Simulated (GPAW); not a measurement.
**Property calculation, with input and output: C₄H₂F (charge −1)**

- system: C₄H₂F, charge −1
- method: PBE/real-space grid, scalar-relativistic datasets (GPAW 26.7.0)

The geometry comes from this level: GFN2-xTB.

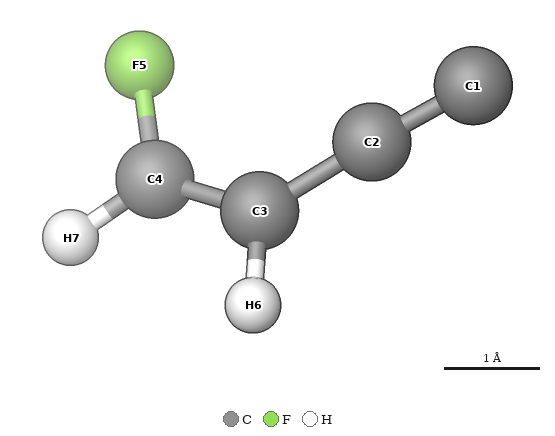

Fig. 1: The structure (ball-and-stick view, seen at a tilt; atoms are numbered from 1 in the order of the input).

## Input file (mol.py)
```python
from ase import Atoms
from gpaw import GPAW

atoms = Atoms(['C', 'C', 'C', 'C', 'F', 'H', 'H'],
    positions=[[  1.474530,  -1.392260,   1.722680],
               [  0.646500,  -0.766630,   1.038720],
               [ -0.335320,  -0.065230,   0.328130],
               [ -0.263670,   0.544980,  -0.866800],
               [  0.878250,   0.581720,  -1.654000],
               [ -1.329500,   0.020250,   0.792600],
               [ -1.070780,   1.077160,  -1.361340]])
atoms.center(vacuum=6.0)

dft = GPAW(mode='fd',
           h=0.2,
           xc='PBE',
           charge=-1,
           eigensolver='davidson',
           mixer={'name': 'pulay', 'beta': 0.5, 'nmaxold': 8, 'weight': 1.0},
           maxiter=53,
           poissonsolver={'name': 'fft'},
           txt='-')
atoms.calc = dft

energy = atoms.get_potential_energy()
print(f'Energy = {energy:.5f} eV')
forces = atoms.get_forces()
print('Forces (eV/Ang)')
for symbol, f in zip(atoms.symbols, forces):
    print(f'{symbol:2} {f[0]:9.4f} {f[1]:9.4f} {f[2]:9.4f}')
homo, lumo = dft.get_homo_lumo()
print(f'HOMO                    {homo:.3f} eV')
print(f'LUMO: {lumo:.3f} eV')
print(f'Gap                     {lumo - homo:.3f} eV')
```

Launched with:
```bash
python mol.py > mol.log
```

## What the program printed
```
__  _  _
 | _ |_)|_||  |
 |__||  | ||/\| - 26.7.0

units:  Angstrom and eV
cores:  1
OpenMP: False

Versions:
  Python: 3.12.14
  ASE:    3.29.0
  Numpy:  2.5.5
  Scipy:  1.18.1
  Libxc:  7.0.0

        _gpaw.cpython-312-aarch64-linux-gnu.so

Input parameters:
  mode=FD(),
  charge=-1,
  eigensolver=Davidson(niter=2),
  h=0.2,
  maxiter=53,
  mixer=Pulay(name='pulay', nmaxold=8, beta=0.5, weight=1.0, sigma=0.015, g_ss=None),
  poissonsolver=PoissonSolver(name='fft'),
  xc=XC(name='PBE')
Traceback (most recent call last):
NotImplementedError

During handling of the above exception, another exception occurred:

AssertionError
```

## Outcome

```tsv
quantity	value
outcome	refused by the program
hardware	1 thread of Arm Neoverse V2, 24 GiB of memory available, shared host
```

## What went wrong

Some settings of this run were drawn to be unusual or wrong (solver set to davidson). The program refused the input.
